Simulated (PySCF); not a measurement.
**C$_{3}$H$_{4}$, triplet, SMILES `[CH]C=C`: what the electrons do**

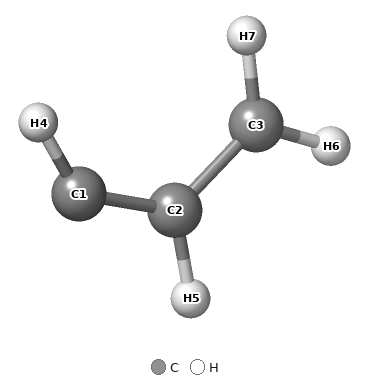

The molecule, with its atoms numbered as below. No frequency check shows the geometry to be a minimum.

Cartesian coordinates (Å):

```
C1       1.2980   -0.1124    0.0000
C2       0.0783    0.4447    0.0000
C3      -1.1281   -0.2354    0.0000
H4       1.7040   -1.0979    0.0000
H5       0.0257    1.5304    0.0000
H6      -2.0617    0.2962    0.0000
H7      -1.1570   -1.3100    0.0000
```

## 1. Bonding charge

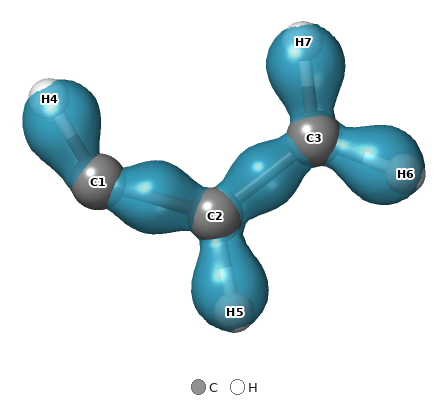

Deformation density (molecule less spherical, spin-averaged free atoms at the same positions), surfaces at ±0.2 e/Å³; light blue: gain, orange: loss.

Level of theory: BP86/def2-SVPD (PySCF), at a geometry from GFN2-xTB. The stability of the open-shell solution wasn't checked. GFN2-xTB doesn't know the spin state, so this open-shell geometry is rough.

Question: Describe the bonding that the map shows.

Answer: C1–H4: +0.70 e/Å³ at the bond critical point (bond length 1.07 Å). C3–H7: +0.69 e/Å³ at the bond critical point (bond length 1.07 Å). C3–H6: +0.69 e/Å³ at the bond critical point (bond length 1.07 Å). C2–H5: +0.66 e/Å³ at the bond critical point (bond length 1.09 Å). C1–C2: +0.65 e/Å³ at the bond critical point (bond length 1.34 Å). C2–C3: +0.56 e/Å³ at the bond critical point (bond length 1.39 Å). In all, 1.4 electrons gather in the regions of gain relative to the promolecule.

Question: Where do the Hirshfeld charges lie?

Answer: The highest Hirshfeld charge is on H4 (+0.05 e), the lowest on C3 (−0.07 e).

## 2. Bond critical points

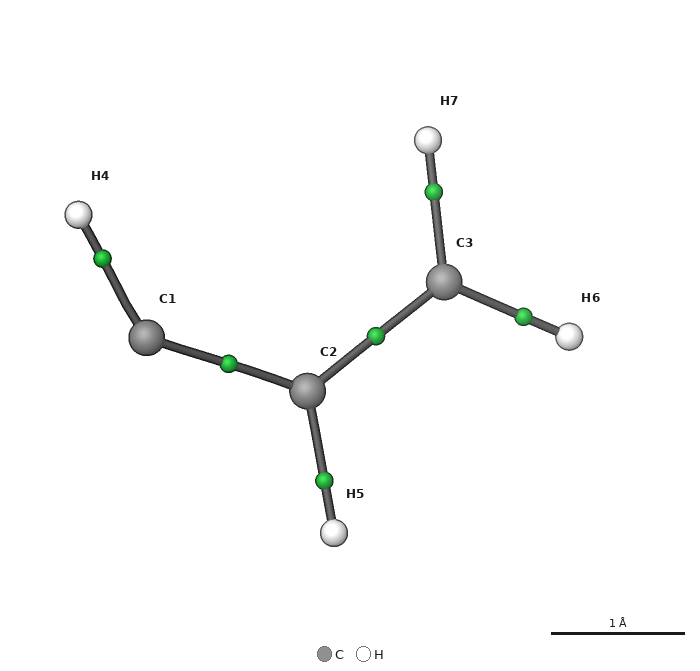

Molecular graph of the electron density (QTAIM): bond paths, bond critical points (green), ring points (magenta, if any); weak paths are dashed.

Question: How many critical points of each kind are there, and does the count close?

Answer: 7 nuclei, 6 bond, 0 ring and 0 cage critical points: 7 − 6 + 0 − 0 = 1, as the Poincaré–Hopf relation requires.

Question: Give the properties at the bond critical points.

Answer:
```tsv
bond	length (Å)	ρ (a.u.)	∇²ρ (a.u.)	ε	H (a.u.)
C1–C2	1.341	0.331	−0.87	0.20	−0.343
C2–C3	1.385	0.304	−0.74	0.23	−0.289
C1–H4	1.066	0.284	−1.11	0.01	−0.320
C3–H6	1.074	0.283	−1.07	0.03	−0.311
C3–H7	1.075	0.283	−1.07	0.02	−0.311
C2–H5	1.087	0.276	−1.02	0.01	−0.295
```

Question: What kind of interaction is C3–H7?

Answer: Shared-shell (covalent): ρ = 0.283, ∇²ρ = −1.07, H = −0.311 a.u.

## 3. Local ionisation energy

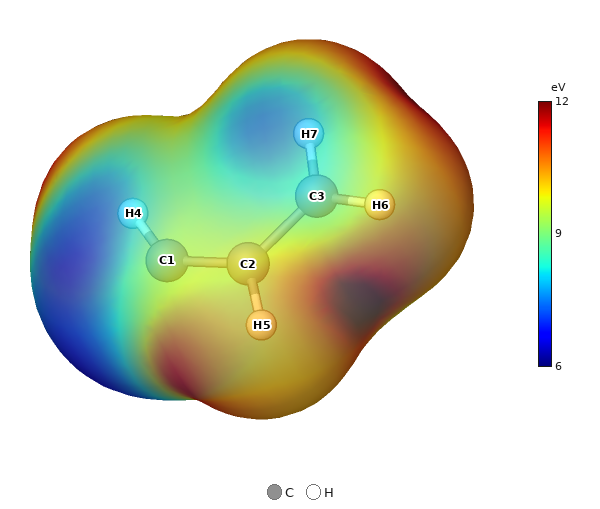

Average local ionisation energy on the surface of electron density 0.001 a.u.

Question: Locate the minima of the map.

Answer: The lowest value is 6.8 eV, 2.0 Å from C1. Further minima include 7.5 eV, off the molecular plane, over C3 (2.0 Å), and at like points elsewhere. For comparison, the highest occupied orbital lies at −5.0 eV.

Question: What volume does the surface enclose, and what is the dipole moment?

Answer: About 75 Å³; the dipole moment is 0.6 D.

## 4. Spin density

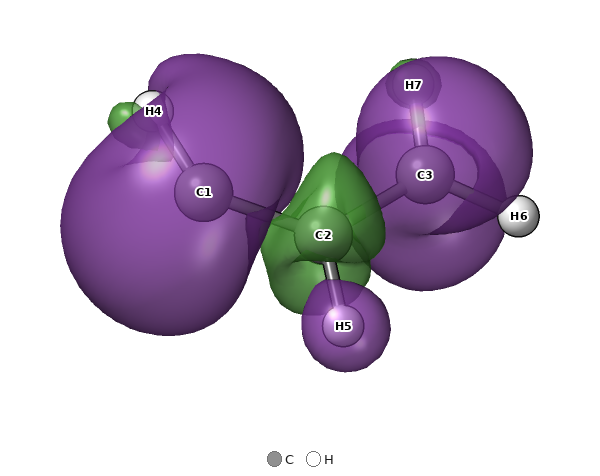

Spin density ρα − ρβ at ±0.02 e/Å³ (purple: excess α, green: excess β).

Question: Where is the unpaired spin?

Answer: Hirshfeld spin populations: C1 +1.23, C3 +0.49, H4 +0.10, C2 +0.07 and H6 +0.04. ⟨S²⟩ = 2.02, against 2.00 for a pure state. The picture also shows regions of β spin from spin polarisation; the Hirshfeld sums, whose atoms overlap, net them against the α spin of neighbours.

## 5. In an electric field

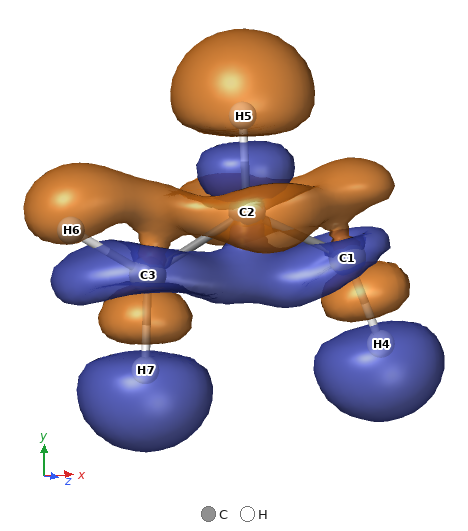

Change of the electron density in a uniform field of 0.21 V/Å, surfaces at ±0.0015 e/Å³ (orange: gain, blue: loss).

Computed with PySCF, BP86/def2-SVP, geometry: GFN2-xTB. A basis without diffuse functions makes polarisabilities too small. The stability of the open-shell solution wasn't checked. GFN2-xTB doesn't know the spin state, so this open-shell geometry is rough.

The field was applied in both directions; the picture shows the one opposite to the script's first.

Question: Along which Cartesian direction does the field point?

Answer: Along −y: electrons gather on the +y side, against the field.

Question: How large is the response?

Answer: The induced dipole is 0.30 D (along the field); α along this axis, from the fields in both directions, is 30 bohr³ (4.4 Å³).
